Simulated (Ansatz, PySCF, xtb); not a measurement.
H2O (SMILES O) with H2O (SMILES O) on the geometries of the S66x8 set, where R/Re scales the closest contact. Geometry at R/Re = 1.00 (charge 0, multiplicity 1):
```
atom    x (Å)    y (Å)    z (Å)
----  -------  -------  -------
O     -1.5244  -0.0436   0.0049
H     -1.8444   0.8592  -0.0166
H     -0.5647   0.0546   0.0001
O      1.4467   0.0388  -0.0046
H      1.8233  -0.3996   0.7616
H      1.8190  -0.4374  -0.7500
```

Interaction energies with rigid monomers; basis-set methods are counterpoise corrected unless marked otherwise.

Rows in 6-31G* carry no dispersion term and start afresh at each structure (6-31G* with six Cartesian d functions). MP2/6-31G* freezes PySCF's default core.

Codes used: Ansatz (Gaussian basis) for Hartree–Fock, density functionals and correlated methods; PySCF for 6-31G* rows; xtb for the GFN methods. 

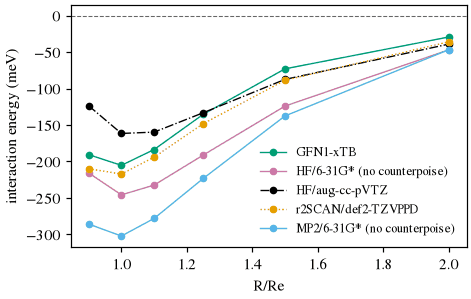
Fig. 1. Interaction energy against separation

Question: Which level binds most strongly at R/Re = 1.00, and by how much?

Answer: MP2/6-31G* (no counterpoise), -302 meV.

Ansatz is a program for electronic structure.
